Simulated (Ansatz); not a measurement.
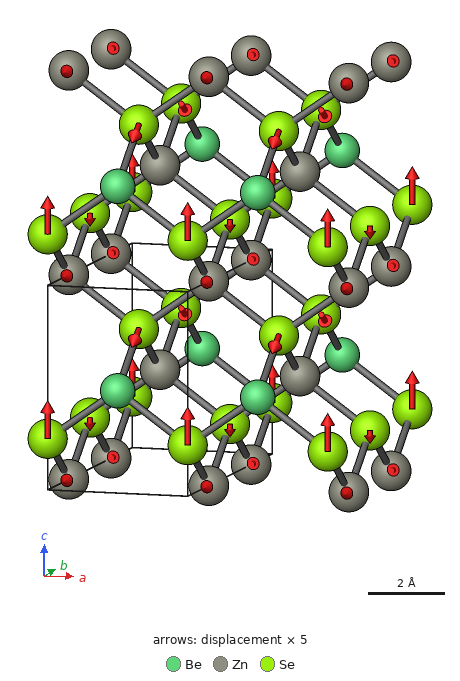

This is a relaxation of crystalline BeZn3Se4 (a generated structure, set up in Pmm2) (coarse preliminary run). The starting structure is drawn; red arrows show the displacements (the part carried along by the change of the cell is left out), 5 times their true length.

A ball-and-stick model of the cell of the calculation, repeated 2 × 1 × 2 with one cell outlined, seen slightly off an axis.

Theory: DFT PBE, scalar-relativistic, plane waves, PAW (Ansatz). (plane-wave cutoff 420 eV; k-point mesh 4 × 2 × 4; occupations gaussian; smearing width 0.1 eV; no spin polarisation; cell and atoms relaxed; force threshold 0.04 eV/Å; at most 70 steps)

Q: Which element moves most?

A: Selenium: up to 0.21 Å, against 0.09 Å for zinc.

Q: What happened in the run?

A: The atom that moves furthest relative to the cell is a Se atom (0.21 Å along +c). Largest moves by element: Se 0.21 Å, Zn 0.09 Å, Be 0.03 Å. Cell: a 3.872 → 3.949 Å (+2.0 %), b 7.745 → 7.939 Å (+2.5 %), c 5.476 → 5.572 Å (+1.8 %). Volume +6.4 %. Some distances before and after: Se–Zn 2.371 → 2.491 Å, Be–Se 2.371 → 2.253 Å, Se–Zn 2.371 → 2.465 Å, Be–Se 2.371 → 2.320 Å. Bond angles that change, for instance: Zn–Se–Zn 109.5° → 99.5°, Se–Be–Se 109.5° → 116.6°, Be–Se–Be 109.5° → 116.6°. The space group stays Pmm2 (No. 25). The energy falls by 74.4 meV per atom in 2 accepted moves (3 points after the start). Largest force component: 1.8 eV/Å at the start, 0.039 eV/Å at the end. The pressure goes from 5.79 to 0.18 GPa. At 1 point the geometry stayed and the basis and grid were re-selected for the new cell (energy shift of 0.4 meV per atom at most each time). The run took 80 s on 1 thread of AMD EPYC 7R43 64-Core Processor (Zen 3) (shared host), peak memory 0.53 GiB.
